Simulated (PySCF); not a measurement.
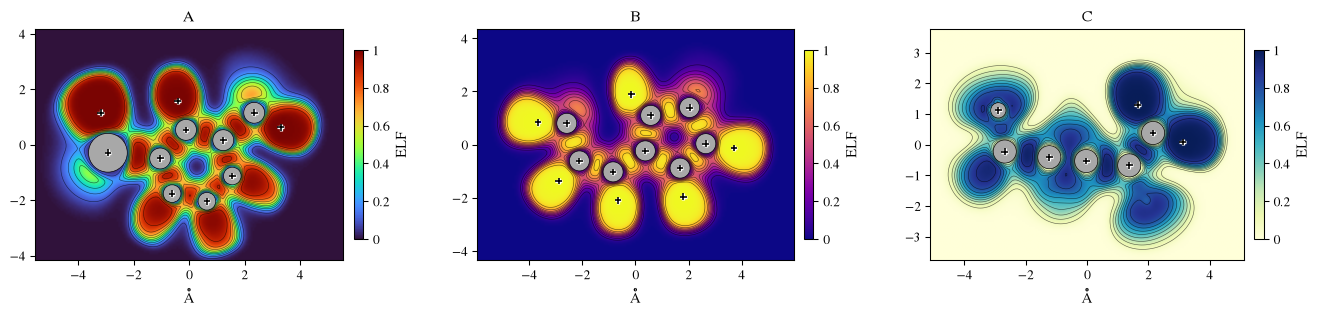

The ELF of 3 systems, each on a plane through atoms (crosses mark nuclei in the plane; grey discs cover the cores).

Theory: PBE0/def2-SVPD, SCF density, gas phase in PySCF 2.14.0.

System 1: C4H7N3Si (SMILES Cc1cc([SiH3])nnn1), the plane of atoms Si5, C4 and N6. Geometry: GFN2-xTB.

```xyz
15

C    -2.6385    0.1740    0.3985
C    -1.2871   -0.3580    0.0630
C    -0.1282    0.4130    0.1356
C     1.0615   -0.2178   -0.2063
Si    2.7828    0.5787   -0.1992
N     1.0354   -1.5024   -0.5796
N    -0.0706   -2.1581   -0.6269
N    -1.2081   -1.6308   -0.3220
H    -2.6555    0.5268    1.4286
H    -3.3810   -0.6082    0.2705
H    -2.8796    1.0143   -0.2508
H    -0.1522    1.4485    0.4427
H     3.6099   -0.1568    0.7517
H     2.5982    1.9688    0.2313
H     3.3086    0.5160   -1.5589
```

System 2: C8H10 (SMILES C/C=C\C1=CCC=C1), the plane of atoms C2, C3 and H13. Geometry: GFN2-xTB.

```json
{"atom": "C", "x (Å)": "2.5376", "y (Å)": "-0.4157", "z (Å)": "-0.6505"}
{"atom": "C", "x (Å)": "2.1300", "y (Å)": "0.8227", "z (Å)": "0.0769"}
{"atom": "C", "x (Å)": "0.8939", "y (Å)": "1.1495", "z (Å)": "0.4584"}
{"atom": "C", "x (Å)": "-0.3386", "y (Å)": "0.4137", "z (Å)": "0.2741"}
{"atom": "C", "x (Å)": "-0.5962", "y (Å)": "-0.7791", "z (Å)": "-0.3094"}
{"atom": "C", "x (Å)": "-2.0551", "y (Å)": "-1.0835", "z (Å)": "-0.2274"}
{"atom": "C", "x (Å)": "-2.6008", "y (Å)": "0.1059", "z (Å)": "0.4894"}
{"atom": "C", "x (Å)": "-1.6047", "y (Å)": "0.9510", "z (Å)": "0.7671"}
{"atom": "H", "x (Å)": "3.6074", "y (Å)": "-0.4157", "z (Å)": "-0.8417"}
{"atom": "H", "x (Å)": "2.2912", "y (Å)": "-1.3009", "z (Å)": "-0.0644"}
{"atom": "H", "x (Å)": "2.0150", "y (Å)": "-0.4900", "z (Å)": "-1.6040"}
{"atom": "H", "x (Å)": "2.9304", "y (Å)": "1.5119", "z (Å)": "0.3124"}
{"atom": "H", "x (Å)": "0.7632", "y (Å)": "2.0893", "z (Å)": "0.9820"}
{"atom": "H", "x (Å)": "0.0925", "y (Å)": "-1.4561", "z (Å)": "-0.7746"}
{"atom": "H", "x (Å)": "-2.2454", "y (Å)": "-2.0118", "z (Å)": "0.3174"}
{"atom": "H", "x (Å)": "-2.5016", "y (Å)": "-1.2012", "z (Å)": "-1.2183"}
{"atom": "H", "x (Å)": "-3.6434", "y (Å)": "0.2205", "z (Å)": "0.7243"}
{"atom": "H", "x (Å)": "-1.6842", "y (Å)": "1.8956", "z (Å)": "1.2768"}
```

System 3: C5H4F2 (SMILES C=C(F)C#CCF), the plane of atoms C1, C2 and C4. Geometry: GFN2-xTB, MD frame at 250 fs, 400 K.

```xyz
11

C    -2.3340   -0.5237   -0.1028
C    -1.5339    0.5038    0.0530
F    -2.0671    1.7990   -0.2518
C    -0.1361    0.3231    0.1158
C     1.0600    0.1584    0.2171
C     2.5186   -0.0446    0.0646
F     2.6800   -1.4170    0.2219
H    -1.8675   -1.4742   -0.0125
H    -3.2852   -0.1820   -0.2968
H     3.0348    0.2267   -0.8185
H     3.0803    0.4440    0.8363
```

Which map belongs to which system?

Panel A is system 1, C4H7N3Si: the plane holds C, Si, N and H. N–N (1.29 Å): the ELF peaks at about 0.90 between the atoms (a covalent bond). Panel B is system 2, C8H10: the plane holds C and H. C–C (1.33 Å): the ELF peaks at about 0.95 between the atoms: a short, multiple covalent bond. Panel C is system 3, C5H4F2: the plane holds C, F and H. C–C (1.21 Å): the ELF peaks at about 0.85 between the atoms: a multiple bond.
